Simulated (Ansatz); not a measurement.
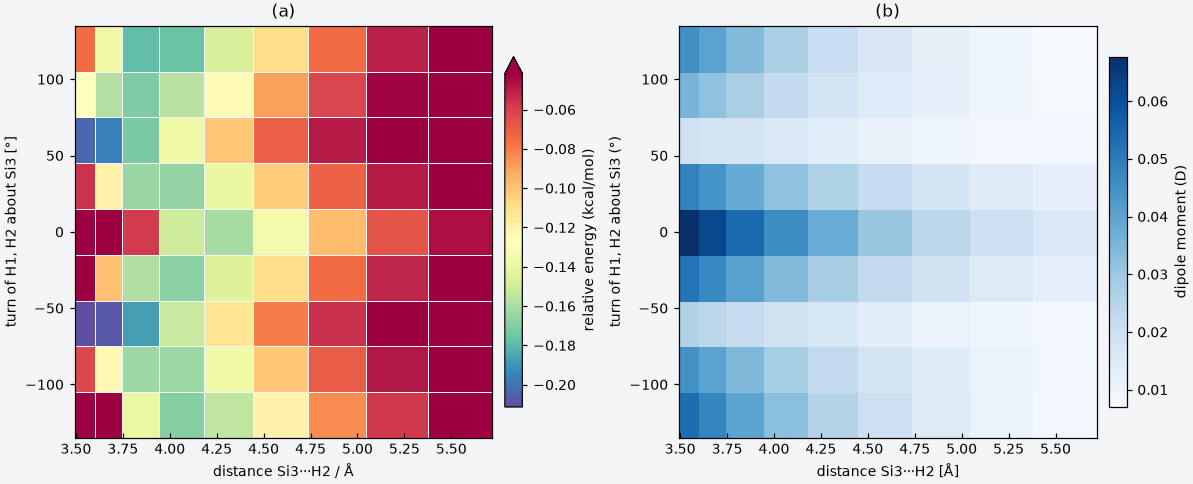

The pair H₂···H₄Si. The turn is about an axis along (−0.32, −0.95, 0.01) in the frame of the relaxed pair, normal to the line between the partners. First axis: distance Si3···H2. Second axis: turn of H1, H2 about Si3. Grid: 9 × 9 points. Energies: kcal/mol, counted from the two partners far apart, frozen as in the relaxed pair, each in its own basis (no counterpoise correction). Method: RKS wB97X-V/def2-TZVPD in Ansatz 0.2.0.

Panel (a) is the energy and panel (b) the computed dipole moment on the same grid.

Drawn: one coloured cell a grid point, one colour for all values above the top of the scale.

Question: How does the dipole moment vary over the map, and what is it at the lowest grid point?

Answer: Leaving out the highest fifth of the energies, it runs from 0.01 D at distance Si3···H2 = 5.207 Å, turn of H1, H2 about Si3 = 120° to 0.05 D at distance Si3···H2 = 3.835 Å, turn of H1, H2 about Si3 = 0°. At the lowest grid point, distance Si3···H2 = 3.548 Å, turn of H1, H2 about Si3 = −60°, it is 0.03 D. That point lies on the edge of the scan.

```tsv
turn of H1, H2 about Si3 ↓, distance Si3···H2 →	3.548	3.657	3.835	4.055	4.306	4.584	4.885	5.207	5.548
120	0.05	0.04	0.03	0.03	0.02	0.02	0.01	0.01	0.01
90	0.04	0.03	0.03	0.02	0.02	0.01	0.01	0.01	0.01
60	0.02	0.02	0.02	0.02	0.01	0.01	0.01	0.01	0.01
30	0.05	0.04	0.04	0.03	0.03	0.02	0.02	0.01	0.01
0	0.07	0.06	0.05	0.05	0.04	0.03	0.02	0.02	0.02
−30	0.05	0.05	0.04	0.03	0.03	0.02	0.02	0.02	0.01
−60	0.03	0.02	0.02	0.02	0.02	0.01	0.01	0.01	0.01
−90	0.04	0.04	0.03	0.03	0.02	0.02	0.01	0.01	0.01
−120	0.05	0.05	0.04	0.03	0.03	0.02	0.01	0.01	0.01
```
